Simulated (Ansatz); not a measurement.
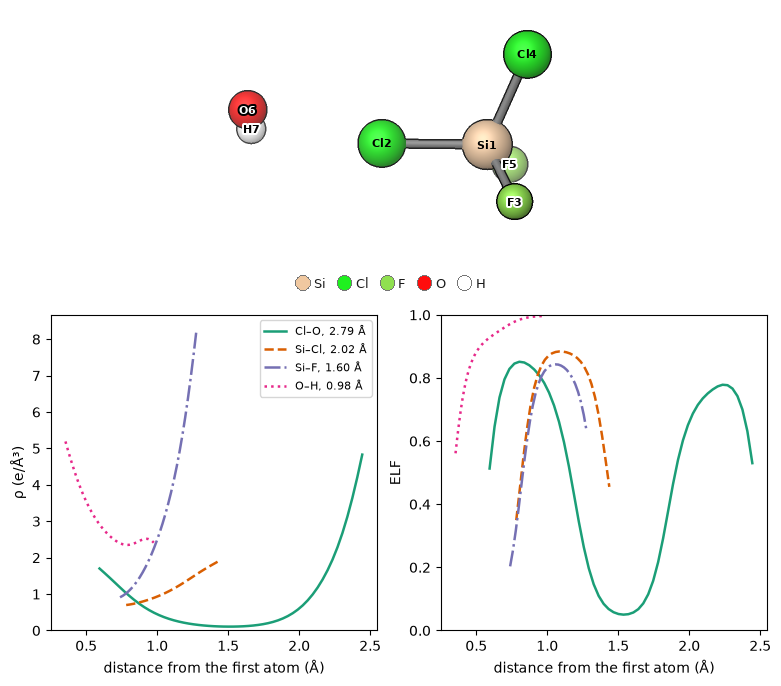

Cl2F2Si···OH (doublet). Total electron density and electron localisation function along straight lines between neighbouring atoms. The curves leave out the atomic cores. The structure is drawn too.

Not at a stationary point (largest force 1.3 eV/Å).

Computed with Ansatz 0.2.0, UKS PBE0/def2-SVP.

```yaml
atoms:
  - { symbol: Si, position_ang: [0.0201, 0.0469, -0.0560] }
  - { symbol: Cl, position_ang: [0.3307, 0.0626, 2.0094] }
  - { symbol: F, position_ang: [1.4401, -0.0024, -0.7829] }
  - { symbol: Cl, position_ang: [-1.0045, 1.6700, -0.6745] }
  - { symbol: F, position_ang: [-0.7810, -1.2760, -0.4516] }
  - { symbol: O, position_ang: [-0.2096, 0.0233, 4.7497] }
  - { symbol: H, position_ang: [-0.5628, -0.8847, 4.6947] }
```

Question: Compare the contacts.

Answer: Cl2···O6 (2.79 Å): the density falls to about 0.11 e/Å³ on the way; the ELF dips to about 0.05 between them.
Si–Cl (2.02 Å): ρ at the midpoint is about 0.95 e/Å³; the ELF peaks at about 0.90 between the atoms (a shared but strongly polarised pair).
Si–F (1.60 Å): the density is about 1.1 e/Å³ at the midpoint; the ELF peaks at about 0.85 in the valence shell of F, 0.5 Å from its nucleus, and is about 0.40 at the midpoint.
O–H (0.98 Å): ρ at the midpoint is about 3.6 e/Å³; the ELF climbs to about 1 towards the hydrogen, as it does in any bond to H: an ordinary covalent bond to hydrogen.
